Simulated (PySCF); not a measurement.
## Run report: C₄H₆BO₂, EPR calculation

C₄H₆BO₂, multiplicity 2, computed with UKS B3LYP, pcH-1 on B C H O, non-relativistic, mean-field spin-orbit, GIAO (PySCF 2.14.0).

It belongs to a series of runs on one base structure; here: H removed from sp3 C.

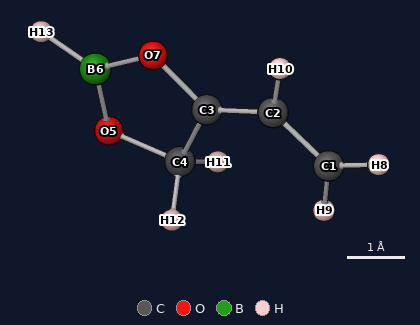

Figure 1. The structure as given in the input (ball-and-stick view, seen at a tilt; atoms are numbered from 1 in the order of the input). Bond lengths as drawn: B–H 1.16 Å, B–O 1.35 to 1.37 Å, C–C 1.36 to 1.50 Å, C–H 1.07 to 1.10 Å and C–O 1.36 to 1.41 Å.

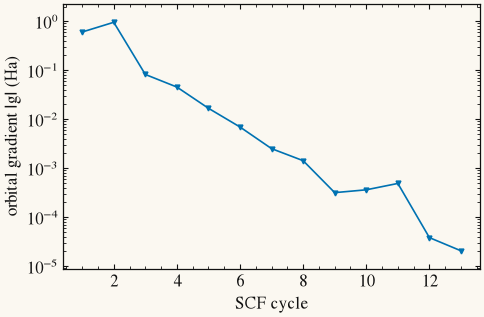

Figure 2. Convergence of the self-consistent field: orbital gradient |g| against the SCF cycle. All cycles printed in the log are drawn one after another.

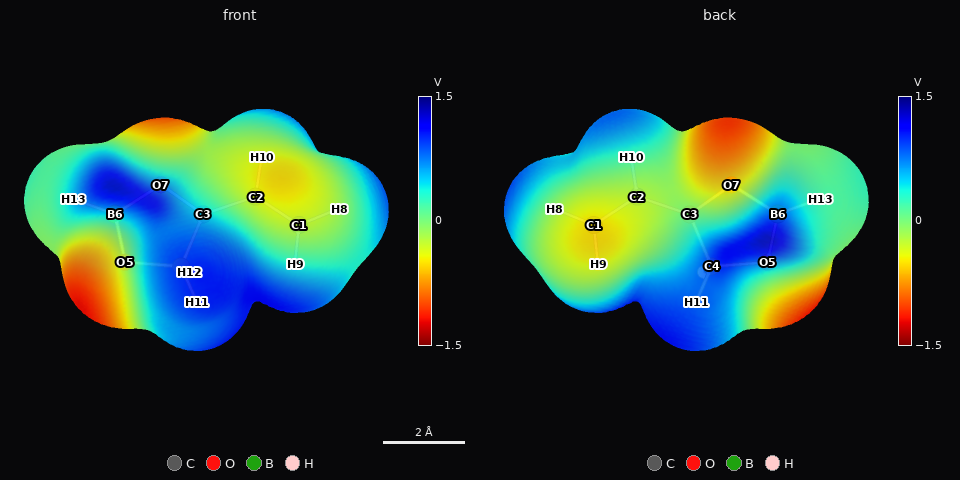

Figure 3. The molecular electrostatic potential painted on the density surface at 0.002 e/bohr³, seen at a tilt and from behind; red is negative and blue positive. A positive charge is drawn to the negative regions and a negative charge to the positive ones.

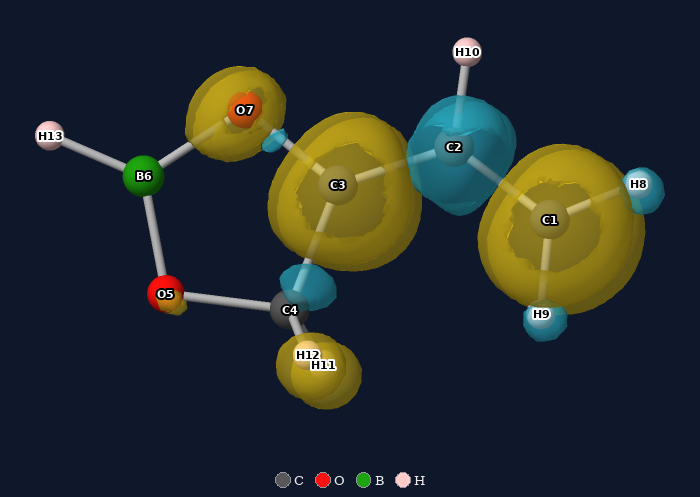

Figure 4. Isosurfaces of the spin density at +0.02 (yellow) and −0.02 e/Å³ (cyan), seen at a tilt. The unpaired spin (1 electron) lies mostly on C1 (about 0.4), C3 (about 0.4) and O7 (about 0.1), in electrons by Hirshfeld's partition.

These pictures come from the run below.

Input
```
{"job": {"kind": "epr", "basis": "pcH-1"}, "charge": 0, "multiplicity": 2}
C      2.142723    -0.414560     0.499950
C      1.369984     0.490361    -0.168397
C      0.014948     0.349481    -0.406388
C     -0.908607    -0.770243    -0.012918
O     -2.164706    -0.369113    -0.525160
B     -2.011604     0.828376    -1.140173
O     -0.715616     1.276561    -1.080071
H      3.191080    -0.239526     0.649077
H      1.731584    -1.324983     0.896522
H      1.823131     1.394329    -0.551603
H     -0.625293    -1.733704    -0.457569
H     -0.983960    -0.899723     1.075268
H     -2.868054     1.413230    -1.657516
```

The first line tells a small driver script what to run in PySCF; the rest is the geometry in Å.

Run as:
```bash
OMP_NUM_THREADS=1 python <driver script> task.json out
```

The program's output
```
UKS, coarse grid
  cycle   1  E = -331.25413061  |g| = 6.03e-01
  cycle   2  E = -331.06096470  |g| = 9.52e-01
  cycle   3  E = -331.38329540  |g| = 8.19e-02
  cycle   4  E = -331.38579186  |g| = 4.53e-02
  cycle   5  E = -331.38668785  |g| = 1.67e-02
  cycle   6  E = -331.38681955  |g| = 6.92e-03
  cycle   7  E = -331.38685600  |g| = 2.50e-03
  cycle   8  E = -331.38686329  |g| = 1.42e-03
  cycle   9  E = -331.38686477  |g| = 3.16e-04
UKS, final grid
  cycle   1  E = -331.38683679  |g| = 3.61e-04
  cycle   2  E = -331.38683675  |g| = 4.87e-04
  cycle   3  E = -331.38683686  |g| = 3.81e-05
  cycle   4  E = -331.38683686  |g| = 2.05e-05
E = -331.38683686 Eh   <S^2> = 0.7722 (exact 0.7500)
g shifts (ppm)      1          2          3
  rmc          -164       -164       -164
  gc             -2         39         32
  oz_so         -31        711       1500
  total        -197        586       1368
hyperfine (MHz)  atom isotope    a_iso     a_fc   dipolar eigenvalues
    0   13C      49.26      49.26    -47.34    -45.52     92.87
    1   13C     -45.12     -45.12    -25.01      9.77     15.24
    2   13C      59.07      59.07    -52.33    -51.96    104.29
    3   13C     -23.42     -23.42     -0.80     -0.10      0.90
    4   17O      -0.63      -0.63     -2.49      0.73      1.76
    5   11B       0.21       0.21     -2.62      0.65      1.98
    6   17O      -7.52      -7.52    -29.55     14.06     15.49
    7    1H     -39.15     -39.15    -23.23     -0.11     23.33
    8    1H     -36.81     -36.81    -19.88     -1.00     20.89
    9    1H      10.55      10.55     -5.03     -1.16      6.19
   10    1H      66.90      66.90     -3.26     -1.94      5.21
   11    1H      66.98      66.98     -3.26     -1.94      5.21
   12    1H      -3.69      -3.69     -2.30     -1.37      3.67
```

Key numbers

```json
{"quantity": "outcome", "value": "converged"}
{"quantity": "total energy", "value": "−331.386837 hartree"}
{"quantity": "⟨S²⟩", "value": "0.772"}
{"quantity": "isotropic g", "value": "2.0029"}
{"quantity": "hardware", "value": "1 CPU thread, shared host"}
{"quantity": "wall time", "value": "39 s"}
{"quantity": "peak memory", "value": "0.85 GiB"}
```
